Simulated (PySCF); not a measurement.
C$_{4}$H$_{4}$S, SMILES `c1ccsc1`.

PySCF calculation, PBE0/def2-SVP, gas phase; geometry: GFN2-xTB. No frequency check shows the geometry to be a minimum. GFN2-xTB bond lengths at metals and heavier atoms can be off by up to 0.1 Å and shapes distorted, which carries into these values.

Coordinates in Å:

```
C1       1.2655    0.7073    0.0000
C2       1.2656   -0.7072    0.0000
C3       0.0126   -1.2258    0.0000
S4      -1.1929   -0.0000    0.0000
C5       0.0125    1.2258    0.0000
H6       2.1593    1.3051    0.0000
H7       2.1594   -1.3049    0.0000
H8      -0.2847   -2.2555    0.0000
H9      -0.2849    2.2554    0.0000
```

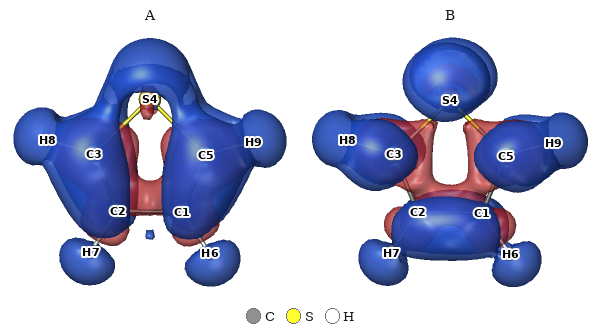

The two Fukui functions at ±0.015 e/Å³ (blue positive, red negative).

Which panel is f⁻ (electron removed) and which f⁺ (electron added)?

Answer. A is f⁻, B is f⁺. f⁻ (Hirshfeld-condensed) is largest on C3 and C5 (0.18 each), S4 (0.18) and C1 and C2 (0.11 each); the vertical ionisation energy is 9.01 eV. f⁺ (Hirshfeld-condensed) is largest on S4 (0.24) and C3 and C5 (0.14 each); the vertical electron affinity is −1.86 eV (the stability of the anion's solution wasn't checked; negative, but this basis has no diffuse functions, so it doesn't show that the anion is unbound).

What chemical potential and hardness follow from the two energies?

Answer. μ = −(I + A)/2 = −3.58 eV and η = I − A = 10.87 eV.
